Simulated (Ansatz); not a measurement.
## Run report: GeH5O3F, geometry relaxation (part 2 of 3)

The same run, continued: GeH5O3F; RHF/def2-SVP (Ansatz 0.2.0). It belongs to a series of runs on one base structure; here: end point B relaxed.

Geometry of the input (Å):
```
Ge 0.3773  0.2063  -0.2278
F  -0.7221  0.2821  2.4415
O  1.3810  -0.0208  -1.6357
H  1.5799  -0.9183  -1.8584
O  -0.9233  1.2936  -0.6284
H  -1.3453  1.1731  -1.4659
O  -0.1620  -1.4046  0.1655
H  -0.6667  -1.4831  0.9619
H  1.1372  0.8914  0.9221
H  -0.0512  0.8916  2.3641
```

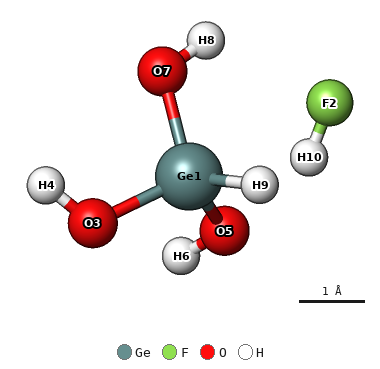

Fig. 1: The geometry at step 16 of the log (ball-and-stick view, seen at a tilt; atoms are numbered from 1 in the order of the input).

Trajectory as extended XYZ, continued:
```
10
Properties=species:S:1:pos:R:3:forces:R:3 step=5 energy=-65357.86646
Ge    0.5236    0.2064   -0.3188   -0.2156  -0.0811  -0.2724
F    -0.8084    0.1788    2.6167   -0.0011  -0.2079  -0.0072
O     1.3333   -0.1073   -1.8400    0.0007   0.0340   0.1682
H     1.4688   -1.0193   -2.0545   -0.0312   0.0501   0.0325
O    -0.7921    1.3221   -0.6110    0.0126   0.0346  -0.0494
H    -1.3184    1.1825   -1.3863    0.0933  -0.0122   0.1045
O    -0.0799   -1.3655    0.1499    0.0298  -0.0155   0.1640
H    -0.5009   -1.4061    0.9985    0.0459   0.0184  -0.1196
H     1.3944    0.8729    0.7267    0.0912  -0.0263  -0.0289
H    -0.6156    1.0470    2.7577   -0.0254   0.2060   0.0083
10
Properties=species:S:1:pos:R:3:forces:R:3 step=6 energy=-65357.88734
Ge    0.5395    0.1780   -0.3079   -0.0069   0.0409   0.0024
F    -0.7790    0.2122    2.5877    0.0484   0.6182   0.0767
O     1.3196   -0.0944   -1.8480   -0.0318  -0.0259   0.0542
H     1.4334   -1.0009   -2.0945   -0.0153   0.0315   0.0045
O    -0.7693    1.3184   -0.5267   -0.0150  -0.0062  -0.0184
H    -1.3150    1.2048   -1.2907    0.0099   0.0021   0.0208
O    -0.0474   -1.4021    0.1528    0.0213  -0.0012  -0.0034
H    -0.4639   -1.4490    1.0012   -0.0047   0.0124  -0.0074
H     1.4479    0.8209    0.7211    0.0765  -0.0418  -0.0268
H    -0.7610    1.1234    2.6439   -0.0824  -0.6300  -0.1027
10
Properties=species:S:1:pos:R:3:forces:R:3 step=7 energy=-65357.84525 accepted=F
Ge    0.5551    0.1683   -0.2988    0.1450   0.0578   0.0590
F    -0.7115    0.2191    2.6185   -0.5786   2.7342  -0.2838
O     1.3063   -0.0916   -1.8549   -0.0642  -0.0523   0.0199
H     1.4017   -0.9960   -2.1169   -0.0143   0.0438   0.0021
O    -0.7485    1.3248   -0.4775   -0.0392  -0.0511   0.0323
H    -1.3093    1.2233   -1.2323    0.0058   0.0110   0.0160
O    -0.0313   -1.4128    0.1595   -0.0116   0.0324  -0.0601
H    -0.4448   -1.4600    1.0086   -0.0112   0.0042   0.0477
H     1.4988    0.7910    0.7113    0.0333  -0.0375  -0.0352
H    -0.9117    1.1452    2.5214    0.5351  -2.7426   0.2020
10
Properties=species:S:1:pos:R:3:forces:R:3 step=8 energy=-65357.90310
Ge    0.5542    0.1793   -0.2994    0.0099  -0.0064  -0.0774
F    -0.7847    0.2117    2.5892    0.0285   0.3620   0.0215
O     1.3050   -0.0943   -1.8543   -0.0357  -0.0045   0.0568
H     1.4095   -1.0005   -2.1051   -0.0172   0.0226   0.0045
O    -0.7572    1.3228   -0.4970    0.0084  -0.0117   0.0263
H    -1.3148    1.2100   -1.2530    0.0285   0.0004   0.0353
O    -0.0336   -1.4000    0.1633    0.0120   0.0134   0.0244
H    -0.4452   -1.4457    1.0144   -0.0020   0.0055  -0.0161
H     1.4946    0.8082    0.7093    0.0312  -0.0188  -0.0133
H    -0.8228    1.1199    2.5716   -0.0636  -0.3625  -0.0619
10
Properties=species:S:1:pos:R:3:forces:R:3 step=9 energy=-65357.91859
Ge    0.5676    0.1765   -0.2919    0.0450  -0.0167  -0.0864
F    -0.7653    0.2229    2.5837   -0.0221   0.3949  -0.0036
O     1.2923   -0.0934   -1.8602   -0.0428   0.0069   0.0595
H     1.3895   -0.9987   -2.1168   -0.0190   0.0176   0.0041
O    -0.7452    1.3240   -0.4648    0.0002  -0.0133   0.0416
H    -1.3124    1.2161   -1.2148    0.0435   0.0027   0.0474
O    -0.0222   -1.4021    0.1705    0.0004   0.0114   0.0358
H    -0.4317   -1.4471    1.0227    0.0050   0.0027  -0.0215
H     1.5316    0.7934    0.7023    0.0060  -0.0141  -0.0228
H    -0.8994    1.1197    2.5083   -0.0163  -0.3921  -0.0540
10
Properties=species:S:1:pos:R:3:forces:R:3 step=10 energy=-65357.93654
Ge    0.5864    0.1729   -0.2822    0.0790  -0.0440  -0.1535
F    -0.7400    0.2430    2.6001   -0.2617   0.9653  -0.2227
O     1.2740   -0.0928   -1.8700   -0.0607   0.0172   0.1156
H     1.3618   -0.9972   -2.1340   -0.0249   0.0329   0.0155
O    -0.7276    1.3263   -0.4214   -0.0309  -0.0202   0.0554
H    -1.3061    1.2275   -1.1649    0.0683   0.0076   0.0730
O    -0.0097   -1.4035    0.1800   -0.0110   0.0205   0.0677
H    -0.4118   -1.4477    1.0364    0.0204  -0.0021  -0.0329
H     1.5729    0.7789    0.6963    0.0014  -0.0199  -0.0363
H    -0.9951    1.1038    2.3988    0.2201  -0.9572   0.1182
10
Properties=species:S:1:pos:R:3:forces:R:3 step=11 energy=-65357.97401
Ge    0.6156    0.1593   -0.2645    0.0204  -0.0080  -0.0239
F    -0.7853    0.2741    2.5329   -0.1500   0.5037  -0.0842
O     1.2391   -0.0829   -1.8778   -0.0216  -0.0014   0.0321
H     1.3018   -0.9826   -2.1618   -0.0108  -0.0075  -0.0146
O    -0.7016    1.3150   -0.3448   -0.0068   0.0219   0.1586
H    -1.2824    1.2401   -1.0861   -0.0376   0.0101  -0.0476
O     0.0329   -1.4180    0.2090    0.0230  -0.0039  -0.0197
H    -0.3729   -1.4567    1.0628   -0.0077   0.0000   0.0172
H     1.6329    0.7583    0.6805    0.0648  -0.0099   0.0066
H    -1.0753    1.1046    2.2886    0.1264  -0.5050  -0.0243
10
Properties=species:S:1:pos:R:3:forces:R:3 step=12 energy=-65358.00289
Ge    0.6277    0.1554   -0.2441    0.1518  -0.0666  -0.0413
F    -0.7992    0.3085    2.5520   -0.4913   1.2890  -0.7732
O     1.2116   -0.0707   -1.8732   -0.0321   0.0016   0.0098
H     1.2646   -0.9675   -2.1692   -0.0144   0.0032  -0.0135
O    -0.6966    1.3082   -0.2822   -0.0333   0.0025   0.2302
H    -1.2717    1.2570   -1.0303   -0.0545   0.0258  -0.0389
O     0.0560   -1.4255    0.2288   -0.0058   0.0332  -0.0241
H    -0.3597   -1.4631    1.0777   -0.0081  -0.0231   0.0612
H     1.6722    0.7433    0.6780    0.0337   0.0011   0.0105
H    -1.1002    1.0657    2.1015    0.4539  -1.2667   0.5794
10
Properties=species:S:1:pos:R:3:forces:R:3 step=13 energy=-65358.06913
Ge    0.6467    0.1454   -0.2203    0.2465  -0.0817  -0.0070
F    -0.8289    0.3750    2.5146   -0.4123   0.8490  -0.8265
O     1.1763   -0.0559   -1.8703   -0.0451  -0.0165   0.0087
H     1.2172   -0.9481   -2.1829   -0.0187   0.0301  -0.0072
O    -0.6841    1.2956   -0.1980   -0.1287  -0.0138   0.1830
H    -1.2587    1.2758   -0.9495   -0.0327   0.0473   0.0109
O     0.0844   -1.4384    0.2523   -0.0212   0.0449  -0.0197
H    -0.3342   -1.4767    1.1001   -0.0011  -0.0350   0.0659
H     1.7178    0.7233    0.6772    0.0316  -0.0082  -0.0046
H    -1.1317    1.0154    1.9157    0.3816  -0.8161   0.5966
10
Properties=species:S:1:pos:R:3:forces:R:3 step=14 energy=-65358.13238
Ge    0.6736    0.1306   -0.1838    0.1756  -0.1547  -0.0152
F    -0.9174    0.4109    2.3751   -0.1929   0.5124  -0.3083
O     1.1231   -0.0347   -1.8638   -0.0669  -0.0064   0.0999
H     1.1521   -0.9205   -2.1981   -0.0318   0.0662   0.0186
O    -0.6757    1.2673   -0.0780   -0.1334   0.0642  -0.1812
H    -1.2495    1.2914   -0.8332    0.0430   0.0645   0.1114
O     0.1290   -1.4591    0.2873    0.0361   0.0445  -0.0267
H    -0.2853   -1.5036    1.1376   -0.0148  -0.0043   0.0258
H     1.7818    0.6992    0.6748    0.0099  -0.0069  -0.0301
H    -1.1269    1.0298    1.7210    0.1752  -0.5796   0.3057
10
Properties=species:S:1:pos:R:3:forces:R:3 step=15 energy=-65358.12641 accepted=F
Ge    0.6981    0.1247   -0.1659    0.1868   0.0300  -0.0523
F    -0.9378    0.4924    2.3942   -0.5169   0.5114  -1.2483
O     1.0946   -0.0241   -1.8578   -0.0372   0.0290   0.0761
H     1.0917   -0.9029   -2.2073   -0.0217  -0.0098  -0.0236
O    -0.6564    1.2653   -0.0395   -0.0882  -0.1163  -0.0478
H    -1.2142    1.3253   -0.8017   -0.0113   0.0601  -0.0466
O     0.1512   -1.4610    0.3093   -0.0466   0.0620   0.0845
H    -0.2649   -1.5022    1.1602    0.0267  -0.0403   0.0007
H     1.8327    0.6865    0.6624   -0.0363  -0.0173  -0.0260
H    -1.1903    0.9073    1.5849    0.5446  -0.5088   1.2834
10
Properties=species:S:1:pos:R:3:forces:R:3 step=16 energy=-65358.15027
Ge    0.7013    0.1294   -0.1854    0.0275  -0.0980  -0.0500
F    -1.0134    0.4074    2.3876   -0.1096   0.4605  -0.4083
O     1.1038   -0.0393   -1.8749   -0.0335  -0.0187   0.0722
H     1.1086   -0.9240   -2.2131   -0.0272   0.0592   0.0128
O    -0.6490    1.2694   -0.0587   -0.0565   0.0164  -0.1088
H    -1.2211    1.3159   -0.8139    0.0495   0.0420   0.0965
O     0.1557   -1.4529    0.3078    0.0503   0.0635   0.0115
H    -0.2564   -1.4871    1.1603   -0.0236  -0.0101   0.0128
H     1.8300    0.6987    0.6433    0.0148   0.0014  -0.0024
H    -1.1547    0.9938    1.6858    0.1083  -0.5161   0.3637
10
Properties=species:S:1:pos:R:3:forces:R:3 step=17 energy=-65358.15886
Ge    0.7101    0.1272   -0.1765    0.0688  -0.0364   0.0024
F    -1.0084    0.4390    2.3879   -0.1789   0.3565  -0.6034
O     1.0923   -0.0335   -1.8689   -0.0124   0.0483   0.0571
H     1.0777   -0.9126   -2.2161   -0.0214  -0.0392  -0.0324
O    -0.6448    1.2636   -0.0431   -0.0128  -0.0282   0.0194
H    -1.2034    1.3338   -0.8031   -0.0412   0.0487  -0.0534
O     0.1660   -1.4510    0.3259    0.0157   0.0329   0.0093
H    -0.2572   -1.4814    1.1732   -0.0032  -0.0133   0.0215
H     1.8439    0.6970    0.6443    0.0121   0.0014  -0.0173
H    -1.1714    0.9292    1.6154    0.1734  -0.3707   0.5968
10
Properties=species:S:1:pos:R:3:forces:R:3 step=18 energy=-65358.17358
Ge    0.7469    0.1356   -0.1753    0.0747  -0.0473  -0.0106
F    -1.1203    0.3473    2.3484   -0.0327   0.0480  -0.0605
O     1.0776   -0.0557   -1.8747   -0.0007  -0.0909  -0.0155
H     0.9704   -0.9293   -2.2266    0.0010   0.0990   0.0392
O    -0.6129    1.2643   -0.0264   -0.0814   0.0292  -0.0362
H    -1.1352    1.4032   -0.8049    0.0360   0.0076   0.0478
O     0.2204   -1.4261    0.3893   -0.0262   0.0314   0.0813
H    -0.2410   -1.4150    1.2195    0.0382  -0.0322  -0.0705
H     1.9051    0.7267    0.5984   -0.0069  -0.0094  -0.0457
H    -1.2061    0.8603    1.5911   -0.0019  -0.0355   0.0707
10
Properties=species:S:1:pos:R:3:forces:R:3 step=19 energy=-65358.17704
Ge    0.7648    0.1348   -0.1804   -0.0028  -0.0047   0.0556
F    -1.1807    0.3313    2.3453   -0.0160   0.0287  -0.0468
O     1.0693   -0.0638   -1.8822    0.0179  -0.0215  -0.0199
H     0.9398   -0.9329   -2.2343   -0.0082   0.0242   0.0108
O    -0.5999    1.2581   -0.0129   -0.0018   0.0054   0.0089
H    -1.1085    1.4243   -0.7935   -0.0122   0.0193  -0.0163
O     0.2476   -1.4193    0.4098   -0.0021  -0.0009   0.0327
H    -0.2303   -1.3993    1.2296    0.0115  -0.0237  -0.0258
H     1.9326    0.7325    0.5715    0.0172   0.0006  -0.0435
H    -1.2300    0.8456    1.5862   -0.0034  -0.0273   0.0442
10
Properties=species:S:1:pos:R:3:forces:R:3 step=20 energy=-65358.17768
Ge    0.8172    0.1396   -0.1827   -0.0262  -0.0322   0.0509
F    -1.3536    0.2474    2.3105    0.0212   0.0797  -0.1563
O     1.0466   -0.0932   -1.8936   -0.0969  -0.4070  -0.1540
H     0.8144   -0.9485   -2.2472    0.1052   0.4238   0.2060
O    -0.5571    1.2507    0.0239   -0.2456   0.1091  -0.4529
H    -1.0160    1.5126   -0.7735    0.2775  -0.1518   0.4823
O     0.3342   -1.3951    0.4880   -0.0874   0.1326   0.1625
H    -0.2011   -1.3400    1.2747    0.1119  -0.0498  -0.1835
H     2.0291    0.7633    0.4804   -0.0507  -0.0359  -0.0638
H    -1.3090    0.7746    1.5583   -0.0091  -0.0685   0.1087
10
Properties=species:S:1:pos:R:3:forces:R:3 step=21 energy=-65358.18263
Ge    0.8036    0.1387   -0.1781   -0.0021  -0.0150   0.0371
F    -1.3098    0.2692    2.3089   -0.0132   0.1055  -0.1746
O     1.0456   -0.0859   -1.8871    0.0029  -0.0264  -0.0304
H     0.8427   -0.9418   -2.2369   -0.0046   0.0276   0.0233
O    -0.5666    1.2545    0.0207   -0.0246  -0.0109  -0.0600
H    -1.0350    1.4910   -0.7686    0.0332  -0.0011   0.0484
O     0.3165   -1.4012    0.4724    0.0094   0.0585   0.0086
H    -0.2074   -1.3605    1.2630   -0.0010  -0.0210  -0.0088
H     2.0117    0.7540    0.4931   -0.0183  -0.0060  -0.0183
H    -1.2963    0.7933    1.5516    0.0184  -0.1113   0.1748
10
Properties=species:S:1:pos:R:3:forces:R:3 step=22 energy=-65358.18391
Ge    0.8141    0.1409   -0.1778    0.0163  -0.0201   0.0016
F    -1.3534    0.2433    2.2925    0.0217   0.1471  -0.2114
O     1.0369   -0.0937   -1.8883    0.0064  -0.0201  -0.0250
H     0.8130   -0.9460   -2.2340   -0.0030   0.0249   0.0242
O    -0.5564    1.2543    0.0283   -0.0094  -0.0085  -0.0140
H    -1.0130    1.5095   -0.7615    0.0072   0.0078   0.0265
O     0.3366   -1.3930    0.4908   -0.0031   0.0455   0.0324
H    -0.2019   -1.3478    1.2717    0.0023  -0.0231  -0.0207
H     2.0300    0.7628    0.4720   -0.0100  -0.0061  -0.0138
H    -1.3011    0.7809    1.5454   -0.0284  -0.1474   0.2002
10
Properties=species:S:1:pos:R:3:forces:R:3 step=23 energy=-65358.18526
Ge    0.8391    0.1460   -0.1771    0.0475  -0.0293  -0.0387
F    -1.4272    0.1990    2.2626    0.0383   0.1806  -0.2979
O     1.0190   -0.1114   -1.8909   -0.0307  -0.1243  -0.0363
H     0.7462   -0.9559   -2.2268    0.0414   0.1436   0.0782
O    -0.5325    1.2544    0.0484   -0.0902   0.0127  -0.0910
H    -0.9629    1.5550   -0.7420    0.0480  -0.0207   0.1101
O     0.3824   -1.3746    0.5328   -0.0877   0.0552   0.1281
H    -0.1941   -1.3193    1.2883    0.0796  -0.0323  -0.1067
H     2.0724    0.7814    0.4262   -0.0111  -0.0193  -0.0247
H    -1.3375    0.7368    1.5174   -0.0351  -0.1662   0.2789
10
Properties=species:S:1:pos:R:3:forces:R:3 step=24 energy=-65358.18656
Ge    0.8579    0.1487   -0.1778    0.0058  -0.0609  -0.0478
F    -1.4987    0.1532    2.2164    0.0501   0.1627  -0.1532
O     1.0037   -0.1259   -1.8934   -0.0535  -0.1602  -0.0230
H     0.6992   -0.9651   -2.2178    0.0642   0.1901   0.0935
O    -0.5179    1.2499    0.0670   -0.0814   0.0767  -0.1889
H    -0.9287    1.5898   -0.7200    0.0895  -0.0638   0.1992
O     0.4217   -1.3628    0.5647   -0.1068   0.0894   0.1657
H    -0.1811   -1.3036    1.3006    0.1095  -0.0291  -0.1621
H     2.1064    0.7936    0.3846   -0.0250  -0.0226  -0.0266
H    -1.3577    0.7336    1.5147   -0.0524  -0.1821   0.1433
10
Properties=species:S:1:pos:R:3:forces:R:3 step=25 energy=-65358.18865
Ge    0.8621    0.1505   -0.1772    0.0268  -0.0511  -0.0335
F    -1.5060    0.1455    2.2127    0.0399   0.1638  -0.2026
O     0.9997   -0.1310   -1.8920   -0.0337  -0.0847  -0.0028
H     0.6859   -0.9671   -2.2108    0.0359   0.1057   0.0512
O    -0.5136    1.2513    0.0717   -0.0654   0.0296  -0.1312
H    -0.9162    1.6040   -0.7124    0.0593  -0.0372   0.1358
O     0.4320   -1.3565    0.5773   -0.0809   0.0873   0.1051
H    -0.1853   -1.2971    1.2997    0.0795  -0.0255  -0.0997
H     2.1163    0.7968    0.3698   -0.0248  -0.0179  -0.0168
H    -1.3702    0.7149    1.5001   -0.0366  -0.1699   0.1944
10
Properties=species:S:1:pos:R:3:forces:R:3 step=26 energy=-65358.18526 accepted=F
Ge    0.8519    0.1439   -0.2003    0.0760  -0.0471  -0.0018
F    -1.5449    0.0992    2.1983   -0.0076   0.0174  -0.0342
O     0.9670   -0.1764   -1.9078    0.0172  -0.0112  -0.0638
H     0.7391   -1.0435   -2.2138   -0.0331   0.0851   0.0857
O    -0.5341    1.2218    0.0846   -0.0593   0.0031  -0.0410
H    -0.8482    1.7689   -0.6221    0.0642  -0.0737   0.0235
O     0.4605   -1.3431    0.6135   -0.0541   0.2074   0.0339
H    -0.1884   -1.2556    1.3034    0.0355  -0.1029  -0.0058
H     2.1121    0.8282    0.2931   -0.0444  -0.0547  -0.0270
H    -1.4102    0.6679    1.4899    0.0054  -0.0232   0.0304
```
